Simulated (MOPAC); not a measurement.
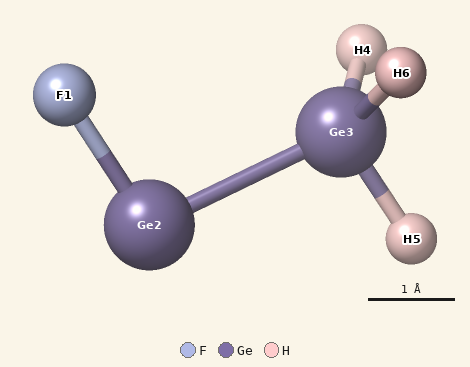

Figure 1. The starting structure (ball-and-stick view, seen at a tilt; atoms are numbered from 1 in the order of the input). Sticks mark near contacts.

**Ge₂H₃F: geometry relaxation (part 1 of 3)**

- system: Ge₂H₃F, multiplicity 3, SMILES [F][Ge][GeH3]
- method: PM6-D3, unrestricted, dispersion D3, COSMO solvent benzene (MOPAC 23.2.5)

The geometry comes from this level: GFN2-xTB.

The input (fge2h3.mop):
```
PM6-D3 GNORM=0.05 PL TRIPLET ITRY=100 DAMP=0.5 CHARGE=0 ++
CYCLES=200 UHF EPS=2.27 CAMP-KING AUX(PRECISION=6) T=10M THREADS=1
FGe2H3

F
Ge 1 r2
Ge 2 r3 1 a3
H 3 r4 2 a4 1 d4
H 3 r5 4 a5 2 d5
H 3 r6 5 a6 4 d6

r2 1.852504
r3 2.509251
a3 98.629430
r4 1.536698
a4 120.422000
d4 -65.942310
r5 1.523856
a5 106.050700
d5 110.696740
r6 1.536297
a6 106.114100
d6 -109.599130

PM6-D3 THERMO FORCE ITRY=100 DAMP=0.5 OLDGEO TRIPLET UHF CAMP-KING EPS=2.27 AUX(PRECISION=6) T=10M THREADS=1
vibrations at the optimised geometry
```

Machine: 1 thread of Arm Neoverse N1, 98 GiB of memory available, shared host.

Command:
```bash
mopac fge2h3.mop
```

The program's output:
```
MOPAC v23.2.5
PM6-D3 CALCULATION RESULTS

 *  PM6-D3     - CORRECT DISPERSION USING D3 METHOD
 *  TRIPLET    - SPIN STATE DEFINED AS A TRIPLET
 *  UHF        - UNRESTRICTED HARTREE-FOCK CALCULATION
 *
 *
 *
 *                 CHARGE ON SYSTEM = 0
 *
 *
 *
 *  EPS=2.27   - USE COSMO IMPLICIT SOLVATION MODEL
 *  CAMP,KING- THE CAMP-KING CONVERGER TO BE USED
 *  THREADS=1  - MULTI-THREADING NOT USED
 *  CYCLES=    - DO A MAXIMUM OF 200 STEPS
 *  GNORM      - EXIT WHEN GRADIENT NORM DROPS BELOW 0.050
 *  ITRY=      - DO A MAXIMUM OF   100 ITERATIONS FOR SCF
 *  DAMP=      - DAMP SCF OSCILLATIONS USING DAMP=  0.50
 *  AUX        - OUTPUT AUXILIARY INFORMATION
 *  PL         - MONITOR CONVERGENCE IN DENSITY MATRIX
PM6-D3 GNORM=0.05 PL TRIPLET ITRY=100 DAMP=0.5 CHARGE=0 CYCLES=200 UHF EPS=2.27 CAMP-KING AUX(PRECISION=6) T=10M THREADS=1 SYMMETRY
 FGe2H3

  ATOM    CHEMICAL      BOND LENGTH      BOND ANGLE     TWIST ANGLE
 NUMBER    SYMBOL       (ANGSTROMS)      (DEGREES)       (DEGREES)
   (I)                     NA:I           NB:NA:I       NC:NB:NA:I       NA    NB    NC
     1       F          0.00000000       0.0000000       0.0000000        0     0     0
     2      Ge          1.85250400  *    0.0000000       0.0000000        1     0     0
     3      Ge          2.50925100  *   98.6294300  *    0.0000000        2     1     0
     4       H          1.53669800  *  120.4220000  *  -65.9423100  *     3     2     1
     5       H          1.52385600  *  106.0507000  *  110.6967400  *     3     4     2
     6       H          1.53629700  *  106.1141000  * -109.5991300  *     3     5     4

          CARTESIAN COORDINATES

    NO.       ATOM           X           Y           Z

     1         F          0.0000      0.0000      0.0000
     2        Ge          1.8525      0.0000      0.0000
     3        Ge          2.2290      2.4808      0.0000
     4         H          1.8117      3.3312     -1.2100
     5         H          3.7528      2.4852      0.0126
     6         H          1.7902      3.3301      1.2027

           Empirical Formula: H3 F Ge2  =     6 atoms

      MOLECULAR POINT GROUP   :   Cs

 TRIPLET STATE CALCULATION

          UHF CALCULATION, NO. OF ALPHA ELECTRONS =   10
                           NO. OF BETA  ELECTRONS =    8

          Geometry optimization using EF
 ITERATION   1 PLS= 0.100E+01 0.000E+00 ENERGY     1646.809110 DELTAE 1546.8091103
 ITERATION   2 PLS= 0.472E+00 0.412E+00 ENERGY      801.476100 DELTAE -845.3330107
 ITERATION   3 PLS= 0.375E+00 0.320E+00 ENERGY      468.472019 DELTAE -333.0040805
 ITERATION   4 PLS= 0.301E+00 0.227E+00 ENERGY      303.224089 DELTAE -165.2479305
 ITERATION   5 PLS= 0.279E+00 0.123E-01 ENERGY      120.532941 DELTAE -182.6911476
 ITERATION   6 PLS= 0.337E-02 0.155E-02 ENERGY       18.211159 DELTAE -102.3217819
 ITERATION   7 PLS= 0.821E-03 0.360E-03 ENERGY       18.013214 DELTAE   -0.1979451
 ITERATION   8 PLS= 0.455E-04 0.394E-04 ENERGY       18.004127 DELTAE   -0.0090864
 ITERATION   9 PLS= 0.168E-04 0.112E-04 ENERGY       18.004054 DELTAE   -0.0000737
 ITERATION   1 PLS= 0.375E-05 0.210E-05 ENERGY       15.660525 DELTAE  -84.3394752
 ITERATION   2 PLS= 0.441E-02 0.370E-02 ENERGY       15.558882 DELTAE   -0.1016423
 ITERATION   3 PLS= 0.348E-02 0.291E-02 ENERGY       15.499051 DELTAE   -0.0598317
 ITERATION   4 PLS= 0.279E-02 0.231E-02 ENERGY       15.462496 DELTAE   -0.0365546
 ITERATION   5 PLS= 0.170E-03 0.197E-03 ENERGY       15.392751 DELTAE   -0.0697454
 ITERATION   6 PLS= 0.543E-04 0.461E-04 ENERGY       15.391472 DELTAE   -0.0012791
 ITERATION   7 PLS= 0.904E-05 0.519E-05 ENERGY       15.391423 DELTAE   -0.0000484

          DIAGONAL MATRIX USED AS START HESSIAN
```

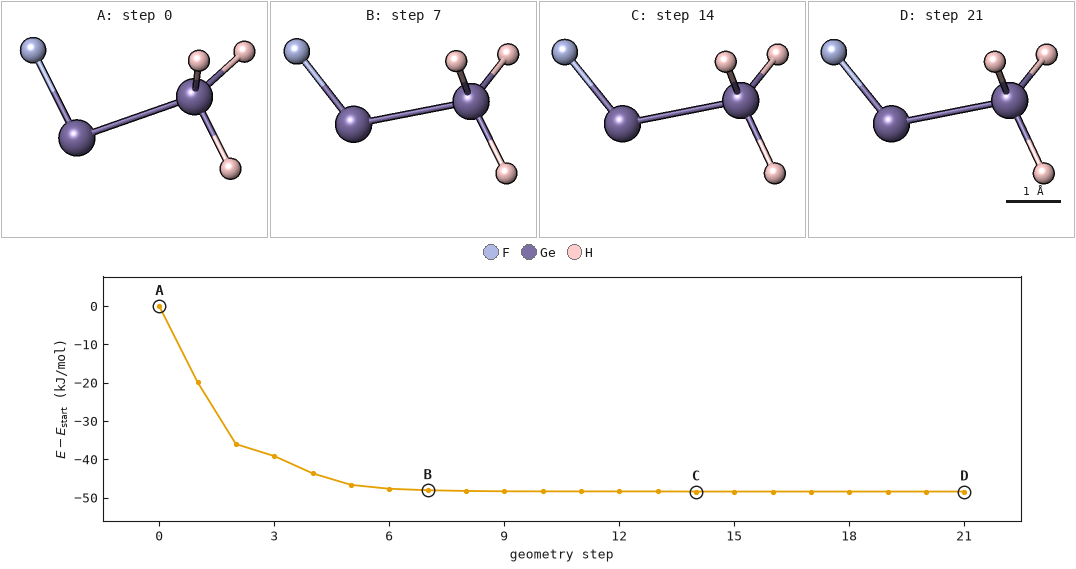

Figure 2. Frames of the relaxation (ball-and-stick view, seen at a tilt) above the curves, on which the letters mark them (steps are counted from 0).

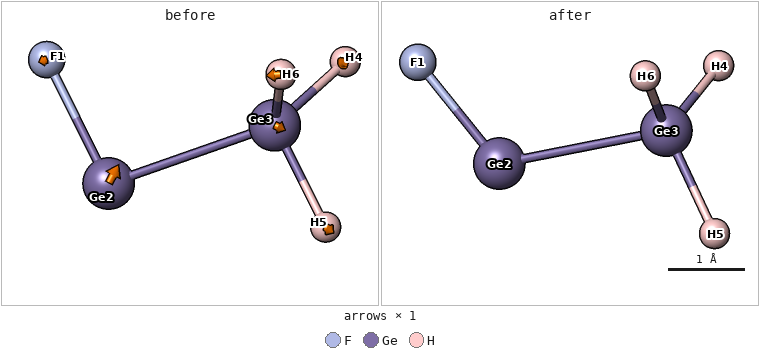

Figure 3. Before (left) and after (right) the relaxation, at one scale (ball-and-stick view, seen at a tilt). The orange arrows give the displacements, at true length. The energy falls by 48.4 kJ/mol in 21 geometry steps. Ge2 moves most after the best rigid fit: 0.30 Å. Largest moves by element: Ge 0.30 Å, H 0.21 Å, F 0.13 Å. Among the contacts that change: F1–Ge2 1.853 → 1.736 Å, Ge2–Ge3 2.509 → 2.453 Å, Ge3–H4 1.537 → 1.527 Å. Among the angles that change: F1–Ge2–Ge3 98.6° → 117.2°, Ge2–Ge3–H6 120.2° → 104.3°, Ge2–Ge3–H4 120.4° → 104.6°. (Atoms are counted from 1 in the order of the input.)

```
 CYCLE:     1 TIME:   0.027 TIME LEFT: 10.00M  GRAD.:    55.655 HEAT:  15.39142
 ITERATION   1 PLS= 0.286E-05 0.154E-05 ENERGY       11.743935 DELTAE  -88.2560654
 ITERATION   2 PLS= 0.197E-02 0.164E-02 ENERGY       11.290739 DELTAE   -0.4531959
 ITERATION   3 PLS= 0.154E-02 0.124E-02 ENERGY       11.046019 DELTAE   -0.2447193
 ITERATION   4 PLS= 0.142E-02 0.109E-02 ENERGY       10.902848 DELTAE   -0.1431718
 ITERATION   5 PLS= 0.354E-03 0.206E-03 ENERGY       10.652281 DELTAE   -0.2505663
 ITERATION   6 PLS= 0.109E-03 0.408E-04 ENERGY       10.648894 DELTAE   -0.0033877
 CYCLE:     2 TIME:   0.012 TIME LEFT: 10.00M  GRAD.:    38.372 HEAT:  10.64857
 ITERATION   1 PLS= 0.116E-04 0.996E-05 ENERGY        8.930401 DELTAE  -91.0695987
 ITERATION   2 PLS= 0.331E-02 0.278E-02 ENERGY        7.973467 DELTAE   -0.9569343
[... 104 lines of further cycles ...]
 ITERATION   1 PLS= 0.915E-06 0.338E-06 ENERGY        3.827927 DELTAE  -96.1720728
 ITERATION   2 PLS= 0.545E-05 0.561E-05 ENERGY        3.827843 DELTAE   -0.0000846
 ITERATION   3 PLS= 0.398E-05 0.443E-05 ENERGY        3.827799 DELTAE   -0.0000433
 ITERATION   4 PLS= 0.280E-05 0.345E-05 ENERGY        3.827777 DELTAE   -0.0000225
 CYCLE:    21 TIME:   0.008 TIME LEFT: 10.00M  GRAD.:     0.055 HEAT:  3.827751
 ITERATION   1 PLS= 0.831E-06 0.585E-06 ENERGY        3.827743 DELTAE  -96.1722566
 ITERATION   2 PLS= 0.140E-05 0.153E-05 ENERGY        3.827741 DELTAE   -0.0000027
 ITERATION   3 PLS= 0.902E-06 0.123E-05 ENERGY        3.827739 DELTAE   -0.0000014
 ITERATION   4 PLS= 0.595E-06 0.105E-05 ENERGY        3.827739 DELTAE   -0.0000007
 CYCLE:    22 TIME:   0.004 TIME LEFT: 10.00M  GRAD.:     0.039 HEAT:  3.827738

     GRADIENT =  0.03879 IS LESS THAN CUTOFF =  0.05000

 ITERATION   1 PLS= 0.989E-07 0.290E-06 ENERGY        3.827738 DELTAE  -96.1722621
 ITERATION   2 PLS= 0.983E-07 0.204E-06 ENERGY        3.827738 DELTAE   -0.0000000
 ITERATION   3 PLS= 0.908E-07 0.147E-06 ENERGY        3.827738 DELTAE   -0.0000000
 ITERATION   4 PLS= 0.805E-07 0.113E-06 ENERGY        3.827738 DELTAE   -0.0000000

 -------------------------------------------------------------------------------
 PM6-D3 GNORM=0.05 PL TRIPLET ITRY=100 DAMP=0.5 CHARGE=0 CYCLES=200 UHF EPS=2.27 CAMP-KING AUX(PRECISION=6) T=10M THREADS=1 SYMMETRY
 FGe2H3

     GEOMETRY OPTIMISED USING EIGENVECTOR FOLLOWING (EF).
     SCF FIELD WAS ACHIEVED

                              PM6-D3 CALCULATION

          FINAL HEAT OF FORMATION =          3.82774 KCAL/MOL =      16.01526 KJ/MOL
          VAN DER WAALS AREA      =        122.83 SQUARE ANGSTROMS

          DIELECTRIC ENERGY       =         -0.08771 EV
          COSMO AREA              =        122.83 SQUARE ANGSTROMS
          COSMO VOLUME            =        115.54 CUBIC ANGSTROMS

          GRADIENT NORM           =          0.03879          =       0.01584 PER ATOM
          IONIZATION POTENTIAL    =          7.152704 EV
          ALPHA SOMO LUMO (EV)    =         -7.153 -0.713
          BETA  SOMO LUMO (EV)    =        -11.730 -2.558
          NO. OF ALPHA ELECTRONS  =         10
          NO. OF BETA  ELECTRONS  =          8
          MOLECULAR WEIGHT        =        167.2021         POINT GROUP:  C1

          MOLECULAR DIMENSIONS (Angstroms)

            Atom       Atom       Distance
            H     5    F     1     4.73168
           Ge     2    H     6     2.73119
           Ge     2    H     4     2.21982

          SCF CALCULATIONS        =         24

          WALL-CLOCK TIME         =      0.223 SECONDS
          COMPUTATION TIME        =      0.221 SECONDS

  ATOM    CHEMICAL      BOND LENGTH      BOND ANGLE     TWIST ANGLE
 NUMBER    SYMBOL       (ANGSTROMS)      (DEGREES)       (DEGREES)
   (I)                     NA:I           NB:NA:I       NC:NB:NA:I       NA    NB    NC
     1       F          0.00000000       0.0000000       0.0000000        0     0     0
     2      Ge          1.73606203  *    0.0000000       0.0000000        1     0     0
     3      Ge          2.45318635  *  117.2141253  *    0.0000000        2     1     0
     4       H          1.52731779  *  104.6178086  *  -67.9119148  *     3     2     1
     5       H          1.52528416  *  113.6033766  *  114.4890875  *     3     4     2
     6       H          1.52747303  *  113.7547676  * -132.3038483  *     3     5     4

                             CARTESIAN COORDINATES

   1    F        0.000000000     0.000000000     0.000000000
   2   Ge        1.736062027     0.000000000     0.000000000
   3   Ge        2.857946299     2.181627595     0.000000000
   4    H        2.540006703     2.778553767    -1.369413452
   5    H        4.338478346     1.877354974     0.204779874
   6    H        2.217974528     2.935558586     1.164129740

           Empirical Formula: H3 F Ge2  =     6 atoms

      MOLECULAR POINT GROUP   :   C1

          ALPHA EIGENVALUES
 -38.89750 -19.55544 -16.32518 -14.99876 -14.91423 -12.78973 -12.72446 -12.14784
  -8.47460  -7.15270  -0.71332   0.42667   2.05295   2.08601   2.84574

           BETA EIGENVALUES
 -38.76225 -19.45177 -15.96675 -14.94972 -14.86947 -12.62067 -12.57008 -11.73003
  -2.55769  -0.89920  -0.27694   0.86872   2.15788   2.18612   2.93921

              NET ATOMIC CHARGES AND DIPOLE CONTRIBUTIONS

  ATOM NO.   TYPE          CHARGE      No. of ELECS.   s-Pop       p-Pop
    1          F          -0.424437        7.4244     1.96196     5.46248
    2         Ge           0.339408        3.6606     1.50594     2.15465
    3         Ge          -0.350473        4.3505     1.23962     3.11085
    4          H           0.145888        0.8541     0.85411
    5          H           0.142938        0.8571     0.85706
    6          H           0.146675        0.8533     0.85332
 DIPOLE           X         Y         Z       TOTAL
 POINT-CHG.     4.340     1.632     0.001     4.637
 HYBRID        -1.098     0.354     0.001     1.153
 SUM            3.243     1.986     0.002     3.802

          ATOMIC ORBITAL ELECTRON POPULATIONS

     Atom    s        px        py        pz
    1  F   1.96196   1.53159   1.95901   1.97188
    2 Ge   1.50594   0.51904   0.60351   1.03210
    3 Ge   1.23962   1.06158   0.95489   1.09438
    4  H   0.85411
    5  H   0.85706
    6  H   0.85332

                    (SZ)    =    1.000000
                    (S**2)  =    2.002046

          ATOMIC ORBITAL SPIN POPULATIONS

    Atom   Total    s     px     py     pz
         Atomic
    1  F  0.0526  0.000  0.004  0.021  0.028
    2 Ge  1.6694  0.209  0.056  0.439  0.965
    3 Ge  0.2428  0.007  0.041  0.198 -0.004
    4  H  0.0180  0.018
    5  H -0.0018 -0.002
    6  H  0.0189  0.019

                              PM6-D3 CALCULATION RESULTS

 *  PM6-D3     - CORRECT DISPERSION USING D3 METHOD
 *  TRIPLET    - SPIN STATE DEFINED AS A TRIPLET
 *  UHF        - UNRESTRICTED HARTREE-FOCK CALCULATION
 *  EPS=2.27   - USE COSMO IMPLICIT SOLVATION MODEL
 *  CAMP,KING- THE CAMP-KING CONVERGER TO BE USED
 *  OLDGEO     - PREVIOUS GEOMETRY TO BE USED
 *  FORCE      - FORCE CALCULATION SPECIFIED
 *  THREADS=1  - MULTI-THREADING NOT USED
 *  ITRY=      - DO A MAXIMUM OF   100 ITERATIONS FOR SCF
 *  DAMP=      - DAMP SCF OSCILLATIONS USING DAMP=  0.50
 *  AUX        - OUTPUT AUXILIARY INFORMATION
 *  THERMO     - THERMODYNAMIC QUANTITIES TO BE CALCULATED
PM6-D3 THERMO FORCE ITRY=100 DAMP=0.5 OLDGEO TRIPLET UHF CAMP-KING EPS=2.27 AUX(PRECISION=6) T=10M THREADS=1
 vibrations at the optimised geometry

  ATOM    CHEMICAL      BOND LENGTH      BOND ANGLE     TWIST ANGLE
 NUMBER    SYMBOL       (ANGSTROMS)      (DEGREES)       (DEGREES)
   (I)                     NA:I           NB:NA:I       NC:NB:NA:I       NA    NB    NC
     1       F          0.00000000       0.0000000       0.0000000        0     0     0
     2      Ge          1.73606203  *    0.0000000       0.0000000        1     0     0
     3      Ge          2.45318635  *  117.2141253  *    0.0000000        2     1     0
     4       H          1.52731779  *  104.6178086  *  -67.9119148  *     3     2     1
     5       H          1.52528416  *  113.6033766  *  114.4890875  *     3     4     2
     6       H          1.52747303  *  113.7547676  * -132.3038483  *     3     5     4

          CARTESIAN COORDINATES

    NO.       ATOM           X           Y           Z

     1         F          0.0000      0.0000      0.0000
     2        Ge          1.7361      0.0000      0.0000
     3        Ge          2.8579      2.1816      0.0000
     4         H          2.5400      2.7786     -1.3694
     5         H          4.3385      1.8774      0.2048
     6         H          2.2180      2.9356      1.1641

           Empirical Formula: H3 F Ge2  =     6 atoms

      MOLECULAR POINT GROUP   :   C1

 TRIPLET STATE CALCULATION

          UHF CALCULATION, NO. OF ALPHA ELECTRONS =   10
                           NO. OF BETA  ELECTRONS =    8

          HEAT OF FORMATION =       3.827738 KCALS/MOLE

          CARTESIAN COORDINATE DERIVATIVES

   NUMBER  ATOM         X            Y            Z

     1       F     -0.016829    -0.076692    -0.022564
     2      Ge      0.009775     0.067428     0.011013
     3      Ge     -0.008692     0.028359     0.050831
     4       H      0.019428    -0.016133    -0.020522
     5       H      0.005200    -0.000902    -0.007858
     6       H     -0.008881    -0.002061    -0.010901

 DIPOLE           X         Y         Z       TOTAL
 POINT-CHG.     4.340     1.631     0.001     4.637
 HYBRID        -1.098     0.354     0.001     1.153
 SUM            3.243     1.986     0.002     3.802

          GRADIENT NORM =   0.12748

          TIME FOR SCF CALCULATION =    0.04

          TIME FOR DERIVATIVES     =    0.00

          MOLECULAR WEIGHT =  167.20

          ROTATIONAL CONSTANTS IN CM(-1)

          A =    0.46902820   B =    0.05415978   C =    0.04949357

           PRINCIPAL MOMENTS OF INERTIA IN UNITS OF 10**(-40)*GRAM-CM**2

          A =       59.6824   B =      516.8549   C =      565.5836
```
